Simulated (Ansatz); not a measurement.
SiH4: several calculations on one system

### Relaxation

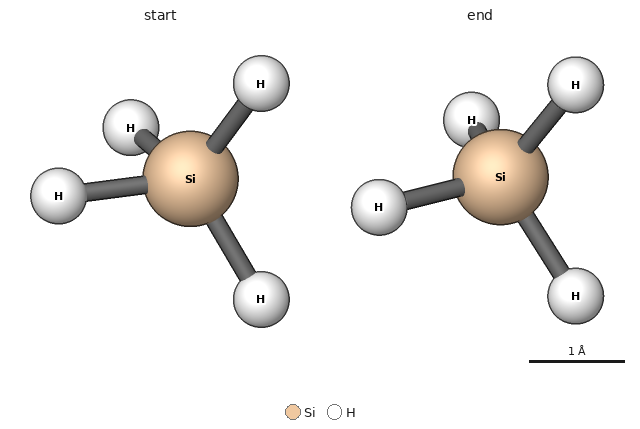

The structure of SiH4 before (left) and after (right) a relaxation, at one scale.

Style: ball-and-stick. Shown at a tilt.

The run prepares an end point of a later path (reaction) calculation, from a guessed geometry.

Method: Ansatz, RKS LDA/def2-TZVP. Settings: no spin polarisation; force threshold 0.03 eV/Å; at most 50 steps.

Question: Describe what moved and what it gained.

Answer: Over 3 geometry steps the energy falls by 0.420 eV. Largest force component: 1.2 eV/Å at the start, 0.0013 eV/Å at the end. The largest moves after the best rigid fit, 0.29 Å, are those of H atoms. Largest moves by element: H 0.29 Å, Si 0.11 Å. Some distances before and after: H–Si 1.456 → 1.494 Å, H–Si 1.488 → 1.494 Å. Among the angles between lasting bonds that change: H–Si–H 82.0° → 109.5°, H–Si–H 114.3° → 109.5°.

### Relaxation

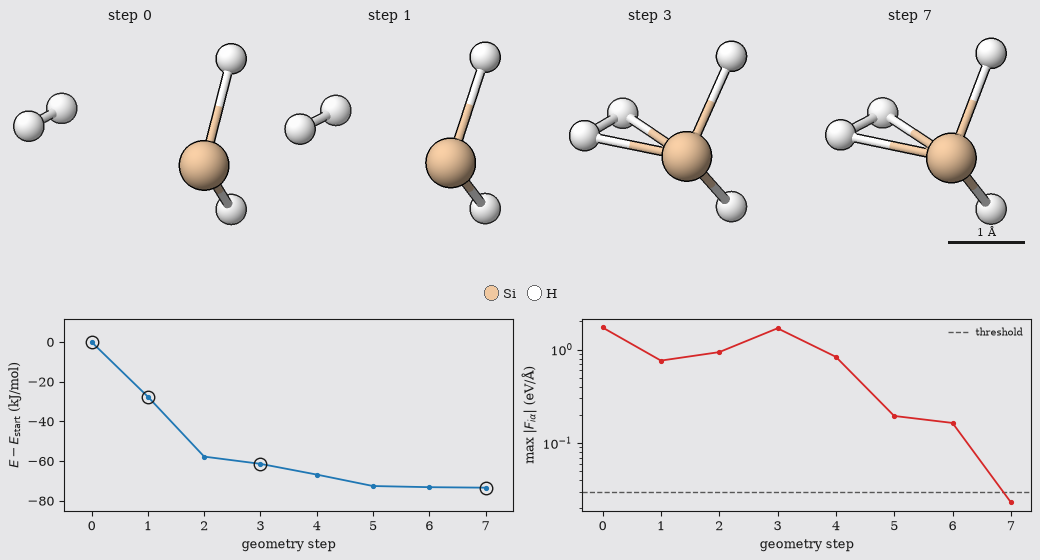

Frames of a relaxation of SiH4, marked on the history of the run. Style: ball-and-stick. Shown at a tilt.

The run prepares an end point of a later path (reaction) calculation, from a guessed geometry.

These are results of RKS LDA/def2-TZVP (Ansatz 0.2.0), not measurements. (no spin polarisation; force threshold 0.03 eV/Å; at most 50 steps)

What happens along the run?

After 7 geometry steps the energy has fallen by 73.4 kJ/mol. The largest force component goes from 1.7 to 0.023 eV/Å. The atom that moves furthest after the best rigid fit is an H atom (0.56 Å). Largest moves by element: H 0.56 Å, Si 0.50 Å. Near-neighbour distances that change, for instance: H–Si 2.652 → 1.648 Å, H–Si 2.652 → 1.733 Å, H–H 0.726 → 0.908 Å, H–Si 1.538 → 1.521 Å. New bonds form, among them: H–Si (2.65 → 1.65 Å), H–Si (2.65 → 1.73 Å). Bond angles that change, for instance: H–Si–H 90.3° → 95.5°. From step 0 to 1: Si and H atoms move most (0.20 Å), energy −27.5 kJ/mol. From step 1 to 3: Si and H atoms move most (0.39 Å), energy −33.8 kJ/mol. From step 3 to 7: the Si atom moves most (0.08 Å), energy −12.0 kJ/mol.

Limits of the set-up: the start holds two separate molecules, 2.6 Å apart at their closest, whose relative position is a soft coordinate and is computed without a dispersion correction.

### Path

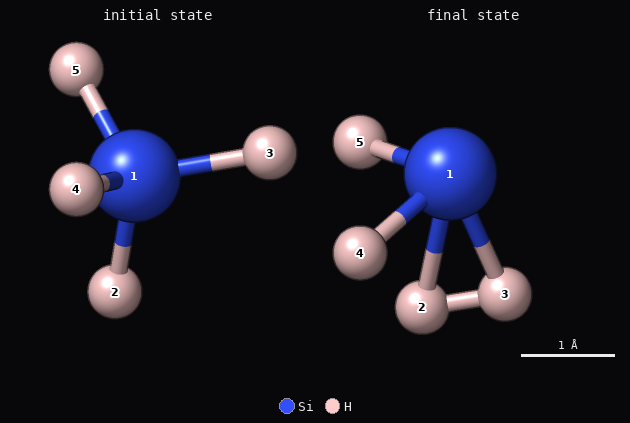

The two relaxed end points of a path for SiH₄. A ball-and-stick model, seen from a free direction.

These are results of RKS LDA/def2-TZVP (Ansatz), not measurements.

Run with 5 movable images; climbing image; force threshold 0.03 eV/Å; iteration limit 60.

Start:
```xyz
5

Si    0.2413    0.0000    0.1708
H     0.2413    0.0000    1.6643
H     1.6495    0.0000   -0.3269
H    -0.4627    1.2195   -0.3271
H    -0.4627   -1.2195   -0.3271
```

End:
```xyz
5

Si    0.2570    0.0000   -0.6688
H     0.6246    0.0000    1.0250
H     1.3861    0.0000    0.5311
H    -0.5305    1.1266   -0.0167
H    -0.5305   -1.1266   -0.0167
```

Question: What barrier does the band find between them, and by what path?

Answer: The energy climbs by 46.4 kcal/mol to image 5 and then falls by 1.8 kcal/mol, so the end point sits at +44.5 kcal/mol. No bond forms or breaks between the ends. Bond angles that change up to the highest image, for instance: H2–Si1–H3 109.5° → 43.8°, H2–Si1–H4 109.5° → 77.3°. The band is converged. At the top, the vibrational analysis gives one imaginary mode (869i cm⁻¹), as a transition state must have.

Energies of the converged images:

```csv
image,path (Å),E (kcal/mol)
0,0.00,0.0
1,0.26,3.8
2,0.53,14.8
3,0.79,29.8
4,1.05,42.1
5,1.32,46.4
6,1.60,44.5
```

The geometry at the top of the path:

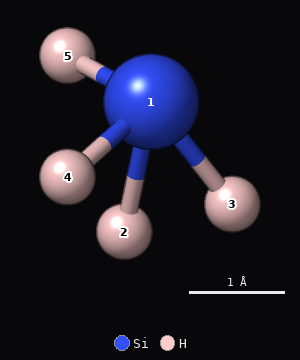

The run took 9.7 s on 1 thread of Intel(R) Xeon(R) 6975P-C (Granite Rapids), with other jobs on the host, peak memory 0.1 GiB.
